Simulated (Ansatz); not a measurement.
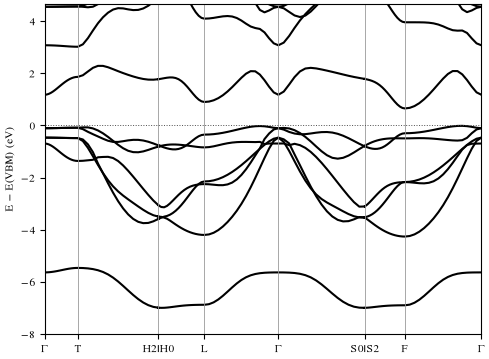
Figure: Band structure from DFT-PBE in the program Ansatz with PAW potentials

The gap is 0.65 eV; an edge lies off the plotted path or next to a special point (maximum off the standard path, minimum at F).

The material is SnSe₂ in space group R-3m (No. 166; Sn on 3a, Se on 6c).

A made-up cell: these elements were put on the sites of a structure type; neither database checked (COD, Materials Project) lists it. COD files the formula under space group No. 164, 217, so this cell is another polymorph or a model. Whether it is the stable phase at ambient conditions was not checked. The cell was relaxed with PBE under the symmetry of its start; its stability against distortions is not shown here. A crystal of weakly bound layers computed without a dispersion correction: the cell and the soft elastic constants depend strongly on that. Spin–orbit coupling is left out wherever it is not named.

Potentials: the later of the program's two PAW sets.
